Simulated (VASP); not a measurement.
Band structure of AgBr (rock salt). These are PBEsol GGA, VASP's PBE PAW potentials (set 64) (plane waves; VASP 6.6.1) values and carry that method's errors.

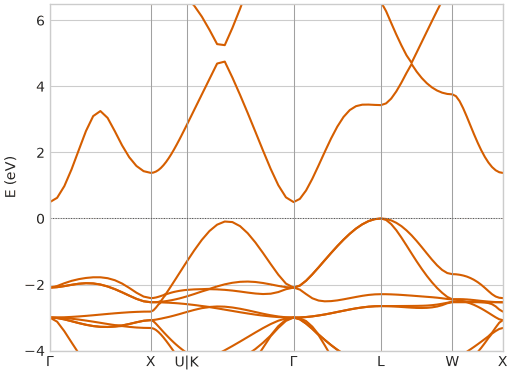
Figure: Bands along high-symmetry lines, zero at the valence-band maximum or, without a gap, the Fermi level

Task: Read the plot: is there a gap, and where are the band edges?

Result: The gap is indirect, 0.50 eV, from the valence maximum at L to the conduction minimum at Γ. (Edges off the drawn lines would not show.)

The compound is AgBr in the rock salt structure. It was relaxed first, which changed the volume by -5 %.
